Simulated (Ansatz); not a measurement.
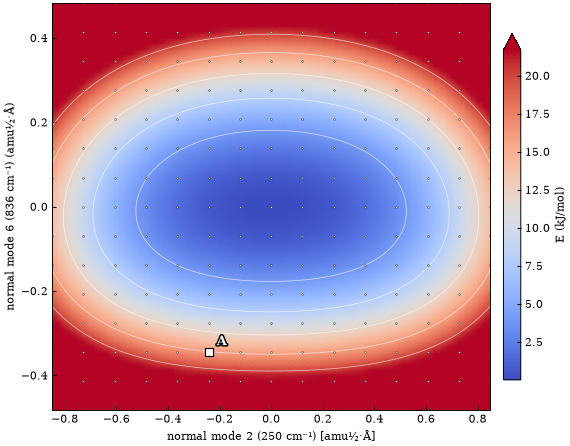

F₂H₂NSi, SMILES [NH][SiH](F)F, spin multiplicity 2. 
- First axis: normal mode 2 (250 cm⁻¹). Second axis: normal mode 6 (836 cm⁻¹).
- Nothing is relaxed (straight displacements along the two mass-weighted modes).
- The scan uses a 15 × 15 grid.
- Energies: kJ/mol, counted from the lowest grid point.
- Method: UHF-MP2, frozen core/def2-SVP in Ansatz 0.2.0.

Drawn: a smooth colour map with a few white contour lines, dots at the grid points, one colour for all values above the top of the scale, the point A. Between grid points the surface is interpolated.

Which way does the force act at A, and how strong is it?

Answer. A, at normal mode 2 (250 cm⁻¹) = −0.243 amu½·Å, normal mode 6 (836 cm⁻¹) = −0.345 amu½·Å, is not a stationary point. The computed force is 5.4 kJ/mol for each amu½·Å towards larger values of normal mode 2 (250 cm⁻¹) and 93 kJ/mol for each amu½·Å towards larger values of normal mode 6 (836 cm⁻¹).
